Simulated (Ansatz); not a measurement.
**CH$_{7}$BSi: density, localisation and related maps**

The calculation's input:

```
crystal:
  periodic: [false, false, false]
  atoms:
    - {symbol: C, position_ang: [-1.591419, 1.089320, -1.227361]}
    - {symbol: B, position_ang: [-0.466613, 0.144831, -1.695948]}
    - {symbol: Si, position_ang: [-1.863420, 0.787744, 0.639040]}
    - {symbol: H, position_ang: [-0.717817, -0.977646, -2.067293]}
    - {symbol: H, position_ang: [0.691775, 0.483633, -1.631132]}
    - {symbol: H, position_ang: [-1.347038, 2.162259, -1.300699]}
    - {symbol: H, position_ang: [-2.574972, 0.888967, -1.684408]}
    - {symbol: H, position_ang: [-2.947934, 1.693393, 1.116791]}
    - {symbol: H, position_ang: [-0.621138, 1.077818, 1.410200]}
    - {symbol: H, position_ang: [-2.269335, -0.623673, 0.894299]}
basis:
  gaussian: {orbitals: def2-TZVPD}
hamiltonian: {xc: pbe0}
output: {forces: true, orbitals: {seedname: orbitals}}
```

Run with:

```sh
ansatz run input.yaml --threads 1 --pin off --max-ram 2610MiB --events-out events.jsonl --progress --plain --runs-dir runs
```

Geometry: B3LYP-D3(BJ)/def2-SVP.

Method: isolated molecule in a Gaussian basis; Kohn-Sham density functional theory, functional PBE0 (Ansatz).

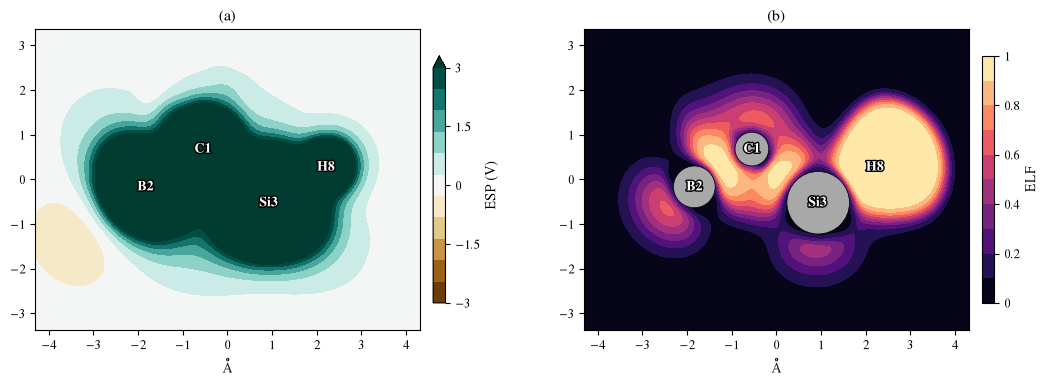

Figure 1. (a) electrostatic potential; (b) electron localisation function on the plane of atoms B2, C1 and Si3. Grey discs cover the atomic cores in the ELF map.

What does the map show?

The plane passes through C, B, Si and H nuclei. C–B (1.54 Å): the ELF peaks at about 0.95 between the atoms (a covalent bond). C–Si (1.91 Å): the ELF peaks at about 0.95 between the atoms: a covalent bond. Si–H (1.49 Å): the ELF climbs to about 1 towards the hydrogen, as it does in any bond to H. Outside the dense part of the molecule the potential is most negative (−0.5 V) near H5, which lies off the plane.

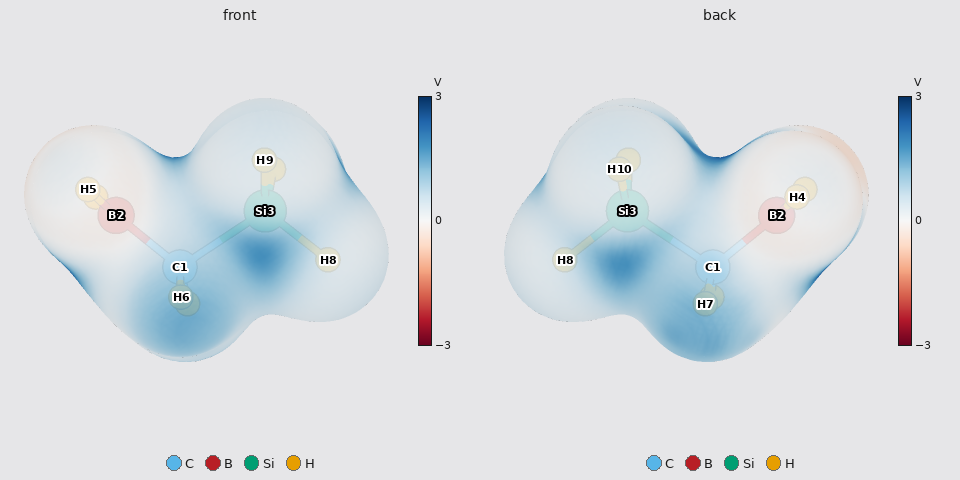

Figure 2. The molecular electrostatic potential painted on the density surface at 0.004 e/bohr³, seen from the front and from behind; the colour scale runs from red (negative) to blue (positive).

Describe the electrostatic potential map.

The most negative region (about −0.4 V) lies over H4, the most positive (about +2.4 V) over B2.

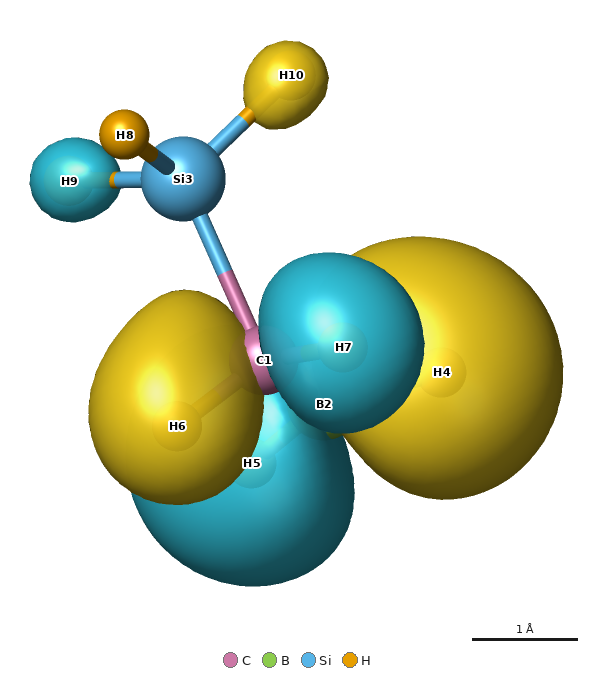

Figure 3. The HOMO−1 at ±0.08 Å⁻³ᐟ² (yellow and cyan are the two phases), seen at an oblique angle.

What is the character of this orbital?

Its weight (Hirshfeld) is mainly on B2 (about 30 %), H4 (about 20 %), H5 (about 20 %) and C1 (about 10 %). Its energy is −9.05 eV.

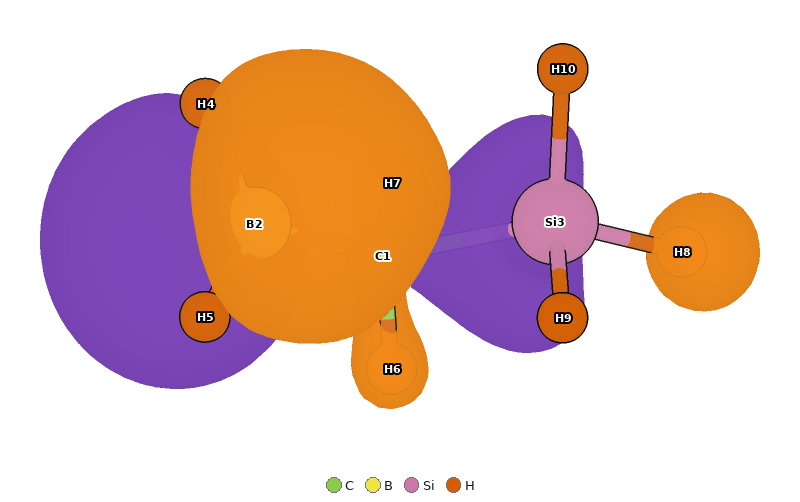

Figure 4. One frontier orbital at ±0.1 Å⁻³ᐟ² (orange and purple are the two phases), seen from one side.

Which orbital is it: HOMO or LUMO?

The LUMO, at −1.42 eV. Its weight (Hirshfeld) is mainly on B2 (about 55 %), Si3 (about 15 %), C1 (about 10 %), H4 (about 5 %) and H5 (about 5 %).
